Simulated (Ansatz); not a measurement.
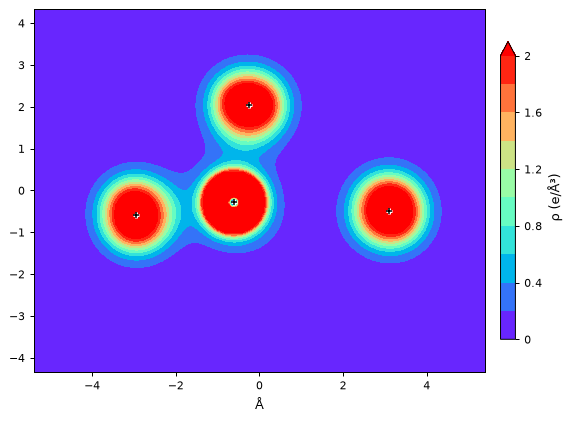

The electron density on a plane through atoms (crosses mark nuclei in the plane).

Computed with RKS B3LYP-D4/def2-SVP (Ansatz 0.2.0).

Candidates:
A. Cl₂FHOZr···HCl
B. Cl₂GaH₂N···H₂S
C. Cl₂H₂SSn···HCl

Which system is this?

Candidate C: Cl₂H₂SSn···HCl on the plane of atoms Cl3, Sn1 and Cl4, which holds Sn and Cl. Sn–Cl (2.35 Å): the density is about 0.53 e/Å³ at the midpoint.
